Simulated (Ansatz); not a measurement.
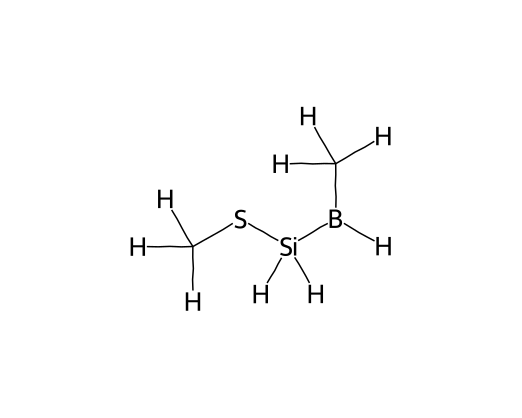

2D structure.

Transcribe the drawing into SMILES.

CB[SiH2]SC

What is the molecular formula?

C2H9BSSi.

An optimisation with PBE0-D4/def2-TZVP gave a structure of which point group?

C1. Other conformers may differ.

The parts below concern this one geometry. Atoms keep their numbers from picture to picture. The computed structure is the end point of a PBE0-D4/def2-TZVP optimisation.

Geometry

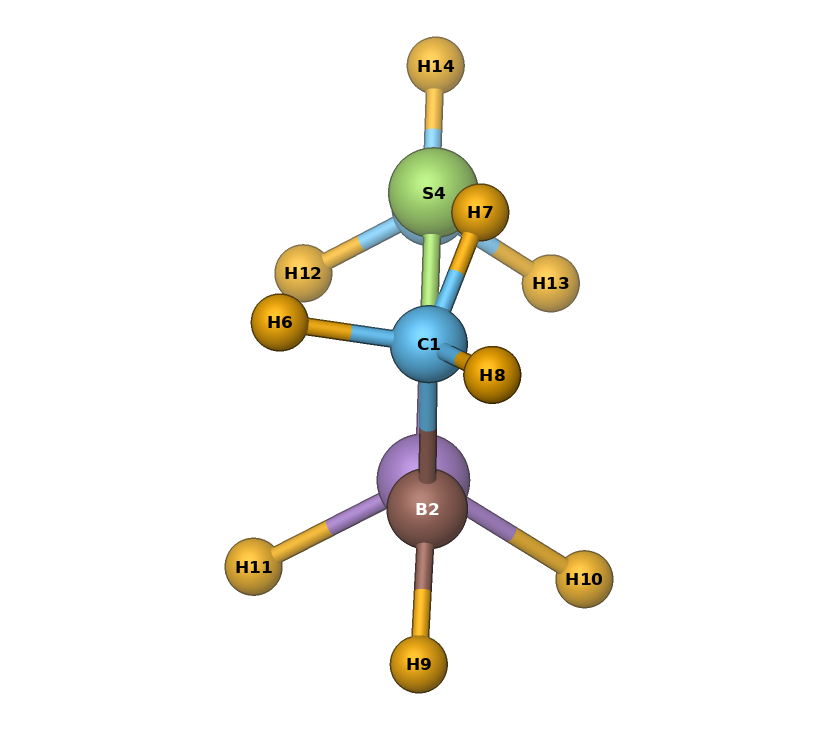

Si3 lies behind B2. The molecule seen nearly along the B2–Si3 bond, B2 in front. Atoms fade into the background with distance from the viewer.

What is the torsion angle C1–B2–Si3–S4? The sign is positive where the front bond must turn clockwise to cover the back bond.

2°, synperiplanar (eclipsed).

Charges

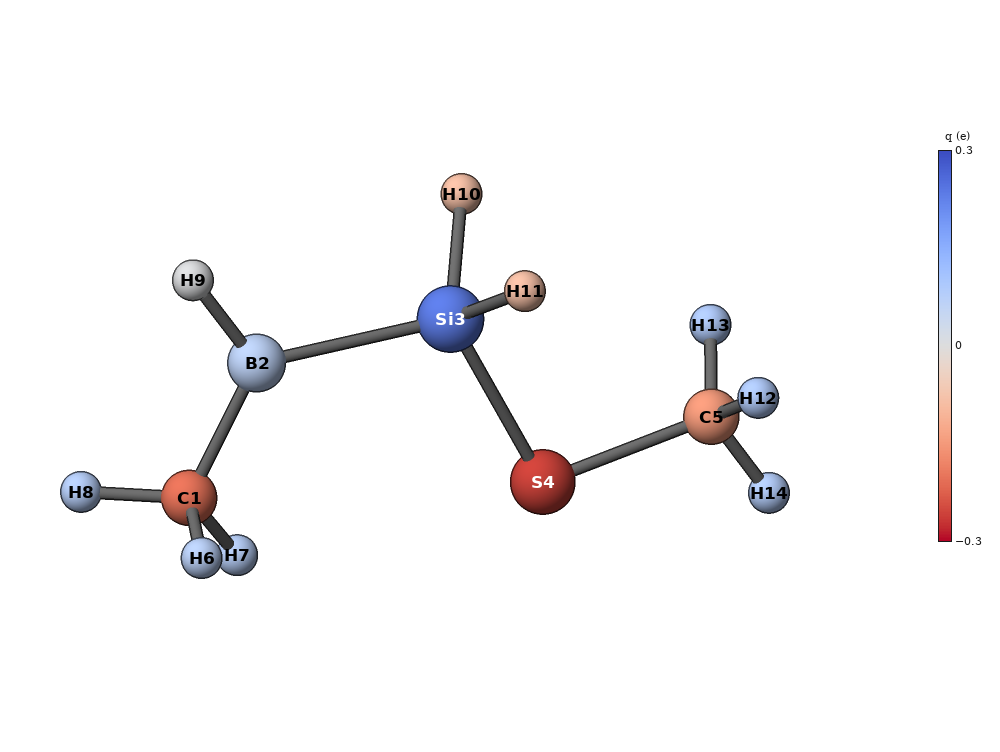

Atoms are coloured by their Mulliken charges. Method: RKS r2SCAN-D4/def2-TZVPP (Ansatz 0.2.0).

Which atom carries the highest charge (most positive or least negative)?

Si3 (0.23 e).

And the lowest?

S4 (−0.26 e).

List the Mulliken charges.

```json
{"atom": "C1", "value (e)": "−0.20"}
{"atom": "B2", "value (e)": "0.06"}
{"atom": "Si3", "value (e)": "0.23"}
{"atom": "S4", "value (e)": "−0.26"}
{"atom": "C5", "value (e)": "−0.15"}
{"atom": "H6", "value (e)": "0.07"}
{"atom": "H7", "value (e)": "0.07"}
{"atom": "H8", "value (e)": "0.08"}
{"atom": "H9", "value (e)": "0.00"}
{"atom": "H10", "value (e)": "−0.08"}
{"atom": "H11", "value (e)": "−0.08"}
{"atom": "H12", "value (e)": "0.09"}
{"atom": "H13", "value (e)": "0.09"}
{"atom": "H14", "value (e)": "0.08"}
```

Electronic properties

Level of theory: RKS SPW92 (LDA)/def2-TZVPP (Ansatz 0.2.0).

Estimate the LUMO energy (Kohn–Sham orbital).

−3.08 eV.

Estimate the HOMO energy (Kohn–Sham orbital).

−5.62 eV.

Vibrations

Harmonic vibrations computed with RKS PBE0-D4/def2-TZVP (Ansatz 0.2.0) at a stationary point of the same level.

List the wavenumbers.

36 modes: 42, 66, 80, 123, 136, 174, 324, 405, 494, 525, 579, 655, 731, 776, 855, 858, 934, 969, 982, 1036, 1141, 1304, 1347, 1409, 1465, 1467, 1474, 2168, 2172, 2582, 2981, 3061, 3087, 3141, 3150, 3158 cm⁻¹.

Mulliken values depend strongly on the basis set and can even reverse the polarity of a bond.
